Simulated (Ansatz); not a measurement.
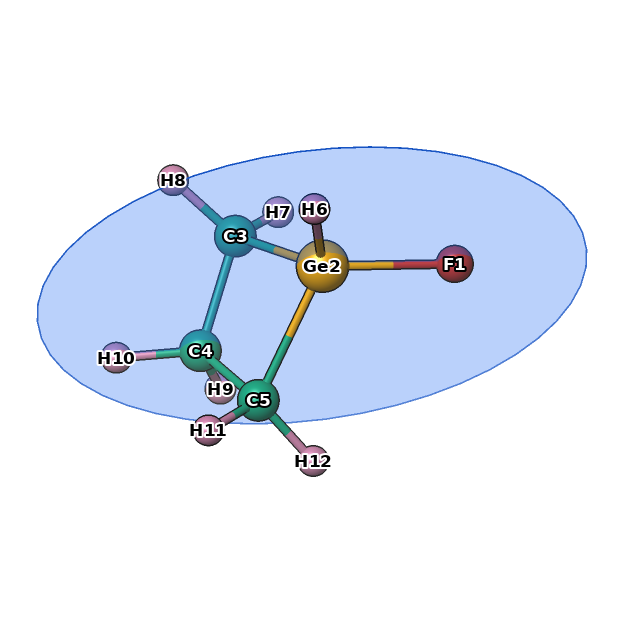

A disc through the centre of mass is drawn in. Depth is shown by fading: the farther an atom, the more it takes the colour of the background. The geometry was computed by an optimisation with PBE-D4/def2-SVP. No frequency run is at hand to confirm it as a minimum.

Is the plane of the disc a mirror plane of the structure?

Answer. Yes. The reflection leaves F1, Ge2, C4, H6, H9, H10 in place and moves C3 ↔ C5; H7 ↔ H12; H8 ↔ H11. The point group is Cs.
